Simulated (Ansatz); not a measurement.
# Ca on W(100): change of the work function

How does one ordered layer of Ca (hollow site) change the work function of W(100), and what dipole does each adsorbate carry?

Program: Ansatz 0.2.0. Level of theory: plane-wave DFT, PBE, Ansatz PAW. Results are calculated unless marked as measured.

### Step 1. The starting structure

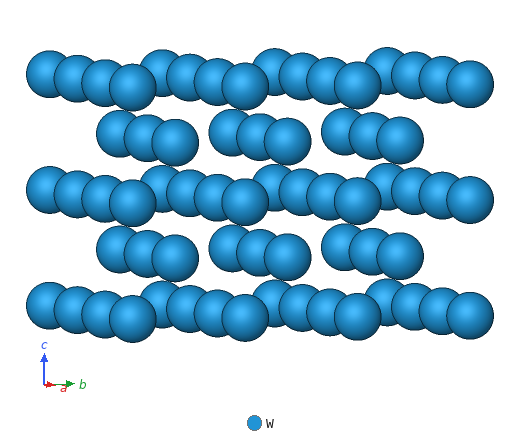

The cell as given, from the side, with the c axis up (tungsten blue). 3×3×1 cells are drawn. Some periodic images of atoms are drawn too.

The cell holds 5 atoms: 5 W. Cell: a = 3.160 Å, b = 3.160 Å, c = 24.320 Å, α = 90.0°, β = 90.0°, γ = 90.0°. Vacuum lies along c.

### Step 2. The clean slab

The bare slab comes first, as the zero from which every change is counted. The two lowest layers are held at bulk places and the upper ones relax. The dipole correction removes the false field that a one-sided slab makes across the periodic vacuum, so each face gets a flat vacuum level of its own.

The input, input.yaml:

```yaml
crystal:
  lattice:
    - [3.16, 0.0, 0.0]
    - [0.0, 3.16, 0.0]
    - [0.0, 0.0, 24.32]
  atoms:
    - { symbol: W, position: [0.0, 0.0, 0.3700657895] }
    - { symbol: W, position: [0.5, 0.5, 0.4350328947] }
    - { symbol: W, position: [0.0, 0.0, 0.5] }
    - { symbol: W, position: [0.5, 0.5, 0.5649671053] }
    - { symbol: W, position: [0.0, 0.0, 0.6299342105] }
kpoints:
  mp_grid: { grid: [12, 12, 1] }
hamiltonian:
  xc: pbe
scf:
  occupations: { method: fermi_dirac, width: 0.1 }
  convergence: { dr2_threshold: 1.0e-08 }
efield:
  axis: 3
  dipole_correction: true
  ramp_position: 0.97
  ramp_width: 0.06
relax:
  f_tol: 0.02
  max_steps: 60
  constraints: [{ sites: [0, 1] }]
output:
  write_potential: true
  write_density: true
  volumetric_format: npy
```

On the command line:

```console
ansatz run input.yaml --threads 4 --pin off --max-ram 6144MiB --backend cpu --events-out ev --progress --plain --runs-dir out
```

Numbers of over 12 decimals in the logs are rounded to 6 here.

The program printed:

```text
Engine: ansatz 0.2.0, x86_64-unknown-linux-gnu
Pseudopotentials: kind: paw
Pseudopotential: W, paw, valence charge 14, recommended cutoff 420 eV (normal), W.paw.azcp
Functional definition: PBE
  parameter kappa = 0.804
  parameter beta = 0.066725
  exchange = pbe_x(kappa = kappa, mu = beta*pi^2/3)
  correlation = pbe_c(beta = beta)
Crystal: 5 atoms, lattice volume = 242.850 Å³
Basis set: ecut = 420 eV, 4785 PW (Γ), exchange–correlation on 48×48×360 points (8 copies of the dense FFT grid, shifted against one another)
Bands: 42, of which v1, the nominal top of the filled ones, is band 35 counted from 1 (34 counted from 0)
Symmetry: 8 space group operations
k-points: 28 of 144
Non-local potential: W, projectors of the file, l = 0: 3, l = 1: 2, l = 2: 2, l = 3: 1
PAW form: soft (Blöchl's): semilocal exchange-correlation on the pseudo side does not see the compensation charge
PAW one-centre angular grid: W, 590 points (default); XC on 64 Gauss nodes
Initial density: superposition of atomic densities (neutral atoms: chi_scale 0, normalization atom), corrected by the library's trained network
Initial wavefunctions: pseudopotential atomic-orbital guess
Functional: x = pbe(κ = 0.804, μ = 0.219515), c = pbe(β = 0.066725)
SCF iter   1: F=—  HF=-51918.951096 eV  |F-HF|=—  |Δ(HF+E_count)|=         —  Δρ=5.95e-3  dr2=2.55e-1  ethr=1.77e-3  p=0.000 e·Å  D=1.75e-13 V/Å  ΔV_dip=-0.00 eV  dr2_dipole=1.36e-7  V_vac-E_F(+/−)=4.35/4.35 eV  ⟨swp⟩=8.6  Hψ=5700  notcnv=0
efield: sawtooth ramp at fractional position 0.9700 (set: `efield.ramp_position`, or a place that a band, a saddle search or an elastic batch's reference lends), width 0.0600; the density the first Hamiltonian is built on has a dipole p = 0.000 e·Å; the dipole correction subtracts the counter field D = 1.75e-13 V/Å, which shifts the + side's vacuum level by -0.00 eV against the − side's; the planar-averaged density in the ramp window peaks in size at 1.3e-5 e/Å³
preconditioner: auto → LDOS  [metal: Δε(μ)=0.012 eV  Ē_g=4.218 eV  σ=0.100 eV  W_gap=0.03  n_scr=44 (ndim 8)  ℏωp=13.1 eV  f_vac=0.578  D(μ)=6.08/eV (n_scr^D=36)  β→1.0]
SCF iter   2: F=—  HF=-51918.934205 eV  |F-HF|=—  |Δ(HF+E_count)|=   1.69e-2  Δρ=4.40e-3  dr2=1.09e-1  ethr=3.64e-4  p=0.000 e·Å  D=4.17e-6 V/Å  ΔV_dip=-0.00 eV  dr2_dipole=3.08e-7  V_vac-E_F(+/−)=4.26/4.26 eV  ⟨swp⟩=2.3  Hψ=2028  notcnv=0
SCF iter   3: F=—  HF=-51918.923000 eV  |F-HF|=—  |Δ(HF+E_count)|=   1.12e-2  Δρ=1.09e-3  dr2=7.42e-3  ethr=1.56e-4  p=0.000 e·Å  D=2.29e-6 V/Å  ΔV_dip=-0.00 eV  dr2_dipole=1.80e-8  V_vac-E_F(+/−)=4.26/4.26 eV  ⟨swp⟩=2.0  Hψ=1782  notcnv=0
SCF iter   4: F=—  HF=-51918.923163 eV  |F-HF|=—  |Δ(HF+E_count)|=   1.63e-4  Δρ=3.17e-4  dr2=3.30e-4  ethr=1.06e-5  p=0.000 e·Å  D=1.72e-6 V/Å  ΔV_dip=-0.00 eV  dr2_dipole=1.10e-9  V_vac-E_F(+/−)=4.24/4.24 eV  ⟨swp⟩=2.3  Hψ=1596  notcnv=0
SCF iter   5: F=—  HF=-51918.923250 eV  |F-HF|=—  |Δ(HF+E_count)|=   8.72e-5  Δρ=1.24e-4  dr2=3.15e-5  ethr=4.72e-7  p=0.000 e·Å  D=1.00e-6 V/Å  ΔV_dip=-0.00 eV  dr2_dipole=1.10e-10  V_vac-E_F(+/−)=4.23/4.23 eV  ⟨swp⟩=3.1  Hψ=2006  notcnv=0
SCF iter   6: F=—  HF=-51918.923288 eV  |F-HF|=—  |Δ(HF+E_count)|=   3.79e-5  Δρ=4.16e-5  dr2=4.77e-6  ethr=4.50e-8  p=0.000 e·Å  D=2.04e-7 V/Å  ΔV_dip=-0.00 eV  dr2_dipole=2.62e-12  V_vac-E_F(+/−)=4.23/4.23 eV  ⟨swp⟩=2.6  Hψ=2048  notcnv=0
SCF iter   7: F=—  HF=-51918.923579 eV  |F-HF|=—  |Δ(HF+E_count)|=   2.92e-4  Δρ=1.09e-5  dr2=2.41e-7  ethr=6.81e-9  p=0.000 e·Å  D=5.52e-8 V/Å  ΔV_dip=-0.00 eV  dr2_dipole=5.97e-12  V_vac-E_F(+/−)=4.23/4.23 eV  ⟨swp⟩=3.0  Hψ=2272  notcnv=0
SCF iter   8: F=—  HF=-51918.923580 eV  |F-HF|=—  |Δ(HF+E_count)|=   8.24e-7  Δρ=2.94e-6  dr2=3.53e-8  ethr=3.45e-10  p=0.000 e·Å  D=1.23e-9 V/Å  ΔV_dip=-0.00 eV  dr2_dipole=2.46e-13  V_vac-E_F(+/−)=4.23/4.23 eV  ⟨swp⟩=3.1  Hψ=2338  notcnv=0
SCF iter   9: F=-51918.923580 eV  HF=-51918.923580 eV  |F-HF|=8.21e-9  |Δ(HF+E_count)|=   5.96e-8  Δρ=8.66e-7  dr2=5.36e-9  ethr=1.43e-11  p=-0.000 e·Å  D=-1.94e-8 V/Å  ΔV_dip=0.00 eV  dr2_dipole=1.36e-12  V_vac-E_F(+/−)=4.23/4.23 eV  ⟨swp⟩=11.4  Hψ=9033  notcnv=0
SCF 1 converged in 9 iterations: F = -51918.923580 eV  dr2 = 5.36e-9
  greatest PAW one-centre occupation: 1.000 electrons in one spin orbital (limit 2), on the W atom at site 0 (counted from 0), in its partial waves of l = 0
relax step   1: F+E_penalty+E_count = -51918.92358024 eV  Δ(F+E_penalty+E_count) = +0.000e0 eV  max|allowed force component| = 1.592e0 eV/Å  Δτ_max = 0.0000 Å  (9 SCF iters, accepted)
Initial density: handed on by an earlier stage of this run
Initial wavefunctions: those handed on with the density
SCF iter   1: F=—  HF=-51918.860676 eV  |F-HF|=—  |Δ(HF+E_count)|=         —  Δρ=1.54e-2  dr2=6.16e0  ethr=3.10e-3  p=-0.000 e·Å  D=-1.58e-7 V/Å  ΔV_dip=0.00 eV  dr2_dipole=1.87e0  V_vac-E_F(+/−)=4.30/4.30 eV  ⟨swp⟩=6.5  Hψ=3751  notcnv=0
efield: sawtooth ramp at fractional position 0.9700 (set: `efield.ramp_position`, or a place that a band, a saddle search or an elastic batch's reference lends), width 0.0600; the density the first Hamiltonian is built on has a dipole p = -0.000 e·Å; the dipole correction subtracts the counter field D = -1.58e-7 V/Å, which shifts the + side's vacuum level by +0.00 eV against the − side's; the planar-averaged density in the ramp window peaks in size at 1.5e-6 e/Å³
preconditioner: auto → LDOS  [metal: Δε(μ)=0.006 eV  Ē_g=4.379 eV  σ=0.100 eV  W_gap=0.01  n_scr=44 (ndim 8)  ℏωp=13.1 eV  f_vac=0.587  D(μ)=5.24/eV (n_scr^D=14)  β→1.0]
SCF iter   2: F=—  HF=-51918.713987 eV  |F-HF|=—  |Δ(HF+E_count)|=   1.47e-1  Δρ=5.16e-3  dr2=4.47e-1  ethr=3.10e-3  p=0.010 e·Å  D=7.11e-3 V/Å  ΔV_dip=-0.17 eV  dr2_dipole=4.53e-2  V_vac-E_F(+/−)=4.02/4.20 eV  ⟨swp⟩=2.5  Hψ=1825  notcnv=0
SCF iter   3: F=—  HF=-51918.691291 eV  |F-HF|=—  |Δ(HF+E_count)|=   2.27e-2  Δρ=2.17e-3  dr2=7.74e-2  ethr=6.38e-4  p=0.001 e·Å  D=9.34e-4 V/Å  ΔV_dip=-0.02 eV  dr2_dipole=4.37e-3  V_vac-E_F(+/−)=4.21/4.23 eV  ⟨swp⟩=2.5  Hψ=1825  notcnv=0
SCF iter   4: F=—  HF=-51918.684661 eV  |F-HF|=—  |Δ(HF+E_count)|=   6.63e-3  Δρ=4.62e-4  dr2=2.96e-3  ethr=1.11e-4  p=0.004 e·Å  D=2.87e-3 V/Å  ΔV_dip=-0.07 eV  dr2_dipole=7.96e-4  V_vac-E_F(+/−)=4.16/4.23 eV  ⟨swp⟩=2.2  Hψ=1741  notcnv=0
SCF iter   5: F=—  HF=-51918.684364 eV  |F-HF|=—  |Δ(HF+E_count)|=   2.97e-4  Δρ=1.49e-4  dr2=1.60e-4  ethr=4.23e-6  p=0.004 e·Å  D=3.15e-3 V/Å  ΔV_dip=-0.08 eV  dr2_dipole=3.00e-6  V_vac-E_F(+/−)=4.15/4.23 eV  ⟨swp⟩=2.4  Hψ=1933  notcnv=0
[...]
SCF iter   5: F=—  HF=-51919.034444 eV  |F-HF|=—  |Δ(HF+E_count)|=   9.55e-5  Δρ=1.12e-4  dr2=5.69e-5  ethr=4.38e-7  p=0.007 e·Å  D=5.15e-3 V/Å  ΔV_dip=-0.13 eV  dr2_dipole=1.35e-6  V_vac-E_F(+/−)=4.13/4.25 eV  ⟨swp⟩=3.0  Hψ=2336  notcnv=0
SCF iter   6: F=—  HF=-51919.034436 eV  |F-HF|=—  |Δ(HF+E_count)|=   8.51e-6  Δρ=3.86e-5  dr2=9.60e-6  ethr=8.13e-8  p=0.007 e·Å  D=5.01e-3 V/Å  ΔV_dip=-0.12 eV  dr2_dipole=2.38e-6  V_vac-E_F(+/−)=4.13/4.25 eV  ⟨swp⟩=2.0  Hψ=1754  notcnv=0
SCF iter   7: F=—  HF=-51919.034732 eV  |F-HF|=—  |Δ(HF+E_count)|=   2.97e-4  Δρ=1.68e-5  dr2=1.14e-6  ethr=1.37e-8  p=0.006 e·Å  D=4.83e-3 V/Å  ΔV_dip=-0.12 eV  dr2_dipole=2.79e-7  V_vac-E_F(+/−)=4.13/4.25 eV  ⟨swp⟩=2.3  Hψ=1674  notcnv=0
SCF iter   8: F=—  HF=-51919.034732 eV  |F-HF|=—  |Δ(HF+E_count)|=   3.20e-7  Δρ=6.21e-6  dr2=1.03e-7  ethr=1.62e-9  p=0.006 e·Å  D=4.79e-3 V/Å  ΔV_dip=-0.12 eV  dr2_dipole=1.64e-10  V_vac-E_F(+/−)=4.13/4.25 eV  ⟨swp⟩=2.5  Hψ=1992  notcnv=0
SCF iter   9: F=—  HF=-51919.034733 eV  |F-HF|=—  |Δ(HF+E_count)|=   1.32e-7  Δρ=2.56e-6  dr2=3.69e-8  ethr=1.43e-11  p=0.006 e·Å  D=4.77e-3 V/Å  ΔV_dip=-0.12 eV  dr2_dipole=6.28e-10  V_vac-E_F(+/−)=4.13/4.25 eV  ⟨swp⟩=12.2  Hψ=9834  notcnv=0
SCF iter  10: F=-51919.034733 eV  HF=-51919.034733 eV  |F-HF|=8.20e-9  |Δ(HF+E_count)|=   8.29e-9  Δρ=7.82e-7  dr2=2.92e-9  ethr=1.43e-11  p=0.006 e·Å  D=4.77e-3 V/Å  ΔV_dip=-0.12 eV  dr2_dipole=2.49e-11  V_vac-E_F(+/−)=4.13/4.25 eV  ⟨swp⟩=9.2  Hψ=8754  notcnv=0
SCF 3 converged in 10 iterations: F = -51919.034733 eV  dr2 = 2.92e-9
relax step   3: F+E_penalty+E_count = -51919.03473260 eV  Δ(F+E_penalty+E_count) = -1.112e-1 eV  max|allowed force component| = 2.016e-1 eV/Å  Δτ_max = 0.0990 Å  (10 SCF iters, accepted)
SCF iter   1: F=—  HF=-51919.036585 eV  |F-HF|=—  |Δ(HF+E_count)|=         —  Δρ=7.31e-4  dr2=7.74e-3  ethr=3.62e-4  p=0.006 e·Å  D=4.77e-3 V/Å  ΔV_dip=-0.12 eV  dr2_dipole=1.41e-3  V_vac-E_F(+/−)=4.13/4.25 eV  ⟨swp⟩=1.9  Hψ=1723  notcnv=0
efield: sawtooth ramp at fractional position 0.9700 (set: `efield.ramp_position`, or a place that a band, a saddle search or an elastic batch's reference lends), width 0.0600; the density the first Hamiltonian is built on has a dipole p = 0.006 e·Å; the dipole correction subtracts the counter field D = 4.77e-3 V/Å, which shifts the + side's vacuum level by -0.12 eV against the − side's; the planar-averaged density in the ramp window peaks in size at 2.1e-6 e/Å³
preconditioner: auto → LDOS  [metal: Δε(μ)=0.017 eV  Ē_g=4.256 eV  σ=0.100 eV  W_gap=0.04  n_scr=44 (ndim 8)  ℏωp=13.1 eV  f_vac=0.581  D(μ)=6.09/eV (n_scr^D=36)  β→1.0]
SCF iter   2: F=—  HF=-51919.036460 eV  |F-HF|=—  |Δ(HF+E_count)|=   1.25e-4  Δρ=4.41e-4  dr2=2.28e-3  ethr=1.11e-5  p=0.006 e·Å  D=4.44e-3 V/Å  ΔV_dip=-0.11 eV  dr2_dipole=2.62e-5  V_vac-E_F(+/−)=4.14/4.25 eV  ⟨swp⟩=2.0  Hψ=1771  notcnv=0
SCF iter   3: F=—  HF=-51919.036277 eV  |F-HF|=—  |Δ(HF+E_count)|=   1.83e-4  Δρ=1.27e-4  dr2=1.73e-4  ethr=3.26e-6  p=0.006 e·Å  D=4.65e-3 V/Å  ΔV_dip=-0.11 eV  dr2_dipole=2.40e-8  V_vac-E_F(+/−)=4.14/4.25 eV  ⟨swp⟩=2.1  Hψ=1634  notcnv=0
SCF iter   4: F=—  HF=-51919.036254 eV  |F-HF|=—  |Δ(HF+E_count)|=   2.39e-5  Δρ=2.81e-5  dr2=2.75e-6  ethr=2.47e-7  p=0.006 e·Å  D=4.59e-3 V/Å  ΔV_dip=-0.11 eV  dr2_dipole=2.07e-8  V_vac-E_F(+/−)=4.14/4.25 eV  ⟨swp⟩=3.1  Hψ=1951  notcnv=0
SCF iter   5: F=—  HF=-51919.036537 eV  |F-HF|=—  |Δ(HF+E_count)|=   2.84e-4  Δρ=1.20e-5  dr2=5.50e-7  ethr=3.93e-9  p=0.006 e·Å  D=4.56e-3 V/Å  ΔV_dip=-0.11 eV  dr2_dipole=7.34e-9  V_vac-E_F(+/−)=4.14/4.25 eV  ⟨swp⟩=2.9  Hψ=2275  notcnv=0
SCF iter   6: F=—  HF=-51919.036538 eV  |F-HF|=—  |Δ(HF+E_count)|=   4.48e-7  Δρ=5.05e-6  dr2=1.34e-7  ethr=7.86e-10  p=0.006 e·Å  D=4.56e-3 V/Å  ΔV_dip=-0.11 eV  dr2_dipole=2.26e-9  V_vac-E_F(+/−)=4.14/4.25 eV  ⟨swp⟩=2.3  Hψ=1807  notcnv=0
SCF iter   7: F=—  HF=-51919.036538 eV  |F-HF|=—  |Δ(HF+E_count)|=   1.56e-7  Δρ=1.70e-6  dr2=1.87e-8  ethr=1.91e-10  p=0.006 e·Å  D=4.56e-3 V/Å  ΔV_dip=-0.11 eV  dr2_dipole=2.65e-10  V_vac-E_F(+/−)=4.14/4.25 eV  ⟨swp⟩=2.4  Hψ=1681  notcnv=0
SCF iter   8: F=-51919.036538 eV  HF=-51919.036538 eV  |F-HF|=8.22e-10  |Δ(HF+E_count)|=   2.06e-8  Δρ=2.86e-7  dr2=4.82e-10  ethr=1.43e-11  p=0.006 e·Å  D=4.56e-3 V/Å  ΔV_dip=-0.11 eV  dr2_dipole=4.91e-11  V_vac-E_F(+/−)=4.14/4.25 eV  ⟨swp⟩=11.2  Hψ=8810  notcnv=0
SCF 4 converged in 8 iterations: F = -51919.036538 eV  dr2 = 4.82e-10
relax step   4: F+E_penalty+E_count = -51919.03653794 eV  Δ(F+E_penalty+E_count) = -1.805e-3 eV  max|allowed force component| = 1.013e-2 eV/Å  Δτ_max = 0.0132 Å  (8 SCF iters, accepted)
NSCF: frozen V_eff on 28 k-points
the band table was solved once a step of the walk had ended and its energy, with any forces and stress, was formed, with the checks that follow a solve (5699 applications of the Hamiltonian). They found nothing against the state; the energy, forces and stress were not computed again (output.eigenvalues in the input reference)
WARN: The output density's exchange-correlation potential varies sharply where the density is thin. Do not read a vacuum level from v_tot or v_xc, or from such a field of the output density. On a cell that repeats whose density bears no net charge and no dipole along the vacuum's axis use v_es (v_loc + v_h of the components); under efield.dipole_correction with no amplitude use v_es + v_field, which holds any externa [...]
SCF converged after 8 iterations
Free energy (F): -51919.036538 eV
Harris-Foulkes:  -51919.036538 eV  (|F-HF|=8.22e-10)
Internal energy: -51918.841452 eV  (E = F + TS)
E sigma→0 (E₀):  -51918.938995 eV
Entropy (-TS):   -0.195086 eV (-39.017 meV/atom)
Fermi energy:    4.625999 eV
Dipole field:    D = 0.004553 V/Å  (p = 0.006111 e·Å, saw-weighted, corrected)
Work function:   Φ+ = 4.1402 eV   Φ− = 4.2509 eV
Levels:          The Fermi level and band energies are counted from a zero that moves with the ramp; work functions are not
--- Per-component energies (eV) ---
  E_band       = -1645.874116
  E_kinetic    = 2239.392052
  E_local      = -86026.431522  (includes V_loc(G=0)·N_el)
  E_nonlocal   = 8.030762
  E_hartree    = 41971.393688
  E_xc         = -1327.462600
  E_vxc        = -1184.410985  (∫ρ·V_xc dr)
  E_paw        = -42812.968297  (= ΣΔE_a)
  E_vpaw       = -625.239658  (= ΣTr[D̂ρ^β])
  E_aug_tail   = -0.000292  (compensation charges beyond the density's cutoff)
  E_efield     = 0.000014  (sawtooth field / dipole correction)
  E_vefield    = 0.001484  (∫n·V_field dr)
  E_ewald      = 34029.204743
  E_smearing   = -0.195086  (= −TS)
  E_closure    = -0.000000  (closes the sum)
  Σ components = -51919.036538   (vs F -51919.036538, Δ=0.00e0)
--- Forces (eV/Å), atoms counted from 1 ---
  atom   1  W      0.00000000    -0.00000000     1.17619821
  atom   2  W     -0.00000000     0.00000000    -1.16365804
  atom   3  W      0.00000000     0.00000000     0.00643864
  atom   4  W     -0.00000000    -0.00000000    -0.00883332
  atom   5  W     -0.00000000     0.00000000    -0.01013388
  max |Σ_I F_I| component: 1.16e-5 eV/Å
--- Band table (eV; the first three rows and the last of 28) ---
  k-point 0: bands = [... 31 lower, 3.9668, 3.9668, 4.2629, 4.3964, 4.5526, 4.7209, 4.7256, 4.7256, ... 3 higher]
  k-point 1: bands = [... 31 lower, 3.9951, 4.0760, 4.0848, 4.3099, 4.4402, 4.6657, 5.2346, 5.2855, ... 3 higher]
  k-point 2: bands = [... 31 lower, 3.8308, 3.8974, 3.9275, 4.0569, 4.7980, 5.0730, 5.4757, 5.6383, ... 3 higher]
  k-point 27: bands = [... 31 lower, 3.6812, 3.6812, 6.3929, 6.3929, 6.4506, 6.5904, 7.0051, 7.0051, ... 3 higher]
--- Relaxed structure (4 steps of the walk, 3 accepted, 0 SCFs on fresh bases) ---
  F+E_penalty+E_count = -51919.03653794 eV   max|allowed force component| = 1.013e-2 eV/Å
  atoms:
    - { symbol: W, position: [0.0, 0.0, 0.3700657895] }
    - { symbol: W, position: [0.500000, 0.500000, 0.435033] }
    - { symbol: W, position: [0, 0, 0.499966] }
    - { symbol: W, position: [0.500000, 0.500000, 0.567590] }
    - { symbol: W, position: [-5.27492653812538e-18, 0, 0.626407] }
```

Elapsed: 18 s, on 4 threads of Intel Xeon Platinum 8488C (Sapphire Rapids), shared host; peak memory 0.66 GiB; 70 s of CPU time.

Relaxation path:

```csv
step,energy less that of the first step (eV),largest force component (eV/Å)
1,0.0000,1.5923
2,0.2389,2.9711
3,-0.1112,0.2016
4,-0.1130,0.0101
```

Relaxation step 2 was tried and not accepted.

The run keeps the 8 symmetry operations that it works with, so distortions that break them were not tested.

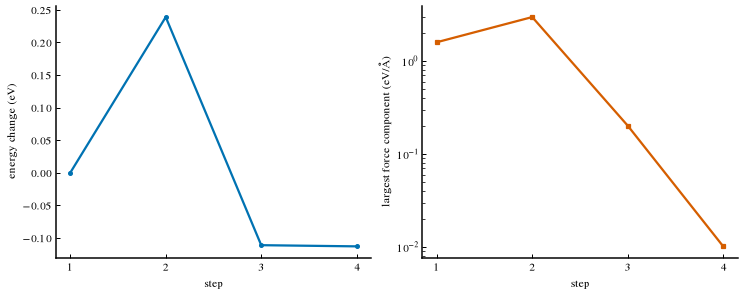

Energy and largest force along the relaxation.

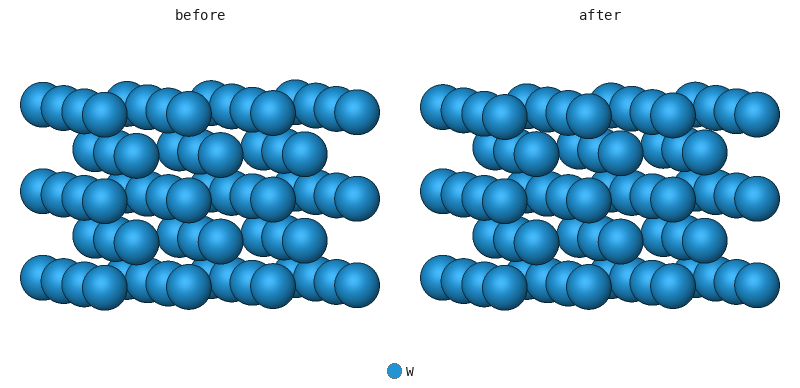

Before and after, at one scale.

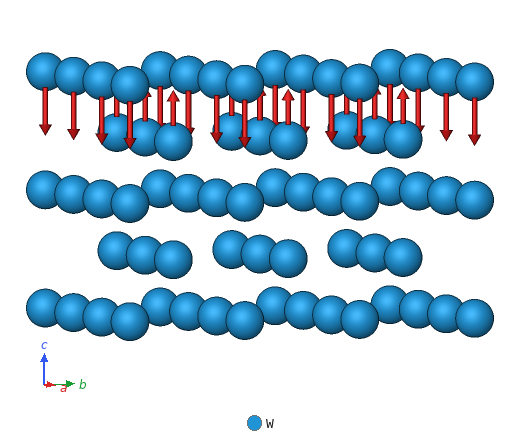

Displacements in the relaxation, exaggerated; the longest in the cell stands for 0.09 Å. 3×3×1 cells are drawn. Some periodic images of atoms are drawn too.

The atoms that moved most (Å):

```csv
atom,dx,dy,dz,length
W5,0.000,0.000,-0.086,0.086
W4,0.000,0.000,0.064,0.064
```

Final coordinates:

```xyz
5
Lattice="3.1600 0.0000 0.0000 0.0000 3.1600 0.0000 0.0000 0.0000 24.3200" Properties=species:S:1:pos:R:3
W     0.0000    0.0000    9.0000
W     1.5800    1.5800   10.5800
W     0.0000    0.0000   12.1592
W     1.5800    1.5800   13.8038
W     0.0000    0.0000   15.2342
```

This step gave:

```
energy at zero smearing        : -51918.9390 eV
work function, upper face      : 4.140 eV
work function, lower face      : 4.251 eV
dipole along the normal        : 0.006111 e·Å
step between the vacuum levels : -0.1107 eV
```

Running mean over 1.58 Å of the planar mean; the ramp of the sawtooth is left out. Table of electron's electrostatic potential energy less the Fermi level by z:

```csv
z (Å),electron's electrostatic potential energy less the Fermi level (eV)
3,4.25
4,4.25
5,4.24
6,4.16
7,3.41
8,-2.58
9,-11.3
10,-12.4
11,-12.6
12,-12.6
13,-12.0
14,-13.4
15,-13.0
16,-5.21
17,2.77
18,3.99
19,4.12
20,4.14
21,4.14
```

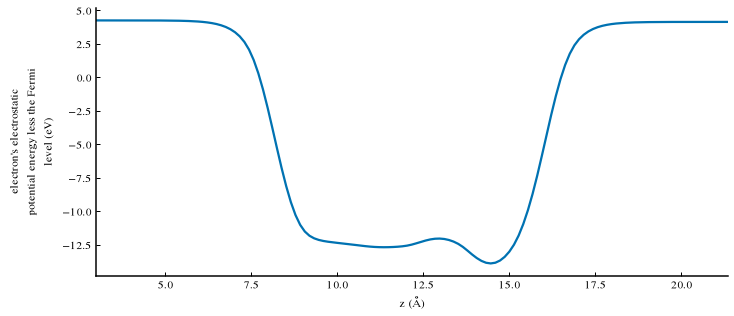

Electron's electrostatic potential energy less the Fermi level, plotted against z.

The relaxation took 4 steps and lowered the energy by 0.11 eV; the largest force on the free atoms ends at 0.010 eV/Å.

The work function of the upper face is 4.14 eV.

(Part 1 of 3 ends here.)

[Logs are printed without paths, hosts, clocks, repeated set-up lines and the standing remarks that a program may print on its own settings, such as how far it seeks lower states.]

[Hosts, paths, dates, database ids (printed as entryN), source tags and the programs' standing remarks are cut or masked in the printed files.]

[Maps of the electrostatic potential energy from Ansatz leave out the sawtooth potential of an applied field or a dipole correction, so their vacuum need not be flat; planar profiles and work functions include it.]
